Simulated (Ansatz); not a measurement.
Input

```
crystal:
  periodic: [false, false, false]
  atoms:
    - {symbol: Se, position_ang: [-1.055012, 1.714211, -1.521884]}
    - {symbol: Se, position_ang: [1.816269, -1.491304, -2.113266]}
    - {symbol: Se, position_ang: [-0.386017, -1.704032, 0.962734]}
    - {symbol: Se, position_ang: [2.279038, 1.353267, 1.372180]}
    - {symbol: Zn, position_ang: [-2.518294, 0.928137, 0.229238]}
    - {symbol: Zn, position_ang: [0.930848, -3.249918, -0.735645]}
    - {symbol: Zn, position_ang: [-0.313276, -0.526354, -1.271088]}
    - {symbol: Zn, position_ang: [0.906333, 2.603373, -0.308430]}
    - {symbol: Zn, position_ang: [1.925856, -0.681176, 0.171422]}
    - {symbol: Zn, position_ang: [0.072806, 0.548396, 1.827065]}
    - {symbol: Cl, position_ang: [-4.088158, -0.529700, 0.101174]}
    - {symbol: Cl, position_ang: [0.725781, -5.336807, -0.381511]}
    - {symbol: Cl, position_ang: [1.492230, 4.634307, -0.691085]}
    - {symbol: Cl, position_ang: [-1.788414, 1.737611, 2.359095]}
basis:
  gaussian: {orbitals: def2-TZVP, fitting: {mean_field: def2-universal-jkfit}, initial_orbitals: start.molden}
hamiltonian: {xc: pbe0, dispersion: d4}
scf: {omitted_lower_state_checks: [starts]}
output: {forces: true, orbitals: {seedname: orbitals}}
```

Run with:

```sh
ansatz run in.yaml --threads 2 --pin off --events-out ev --progress --plain --max-ram 22528MiB --backend cuda --devices 0, --max-vram 18GiB
```

Geometry: PBE-D4/def2-SVP.

Method: RKS PBE0-D4/def2-TZVP in Ansatz.

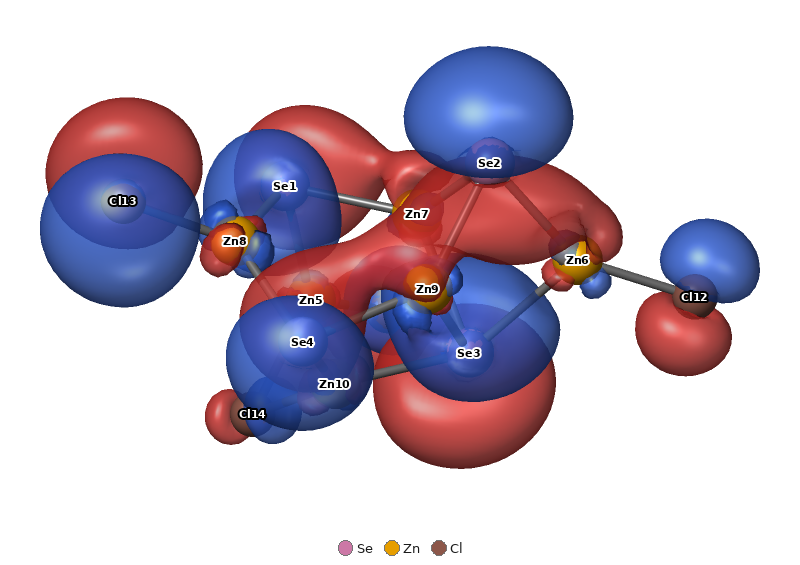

Cl$_{4}$Se$_{4}$Zn$_{6}$. The HOMO−1 at ±0.04 Å⁻³ᐟ² (red and blue are the two phases), seen from one side.

> Where does this orbital lie, and at what energy?

Its weight (Hirshfeld) is mainly on Cl13 (about 25 %), Se3 (about 20 %), Se2 (about 15 %), Se1 (about 10 %) and Se4 (about 5 %). Its energy is −8.14 eV.
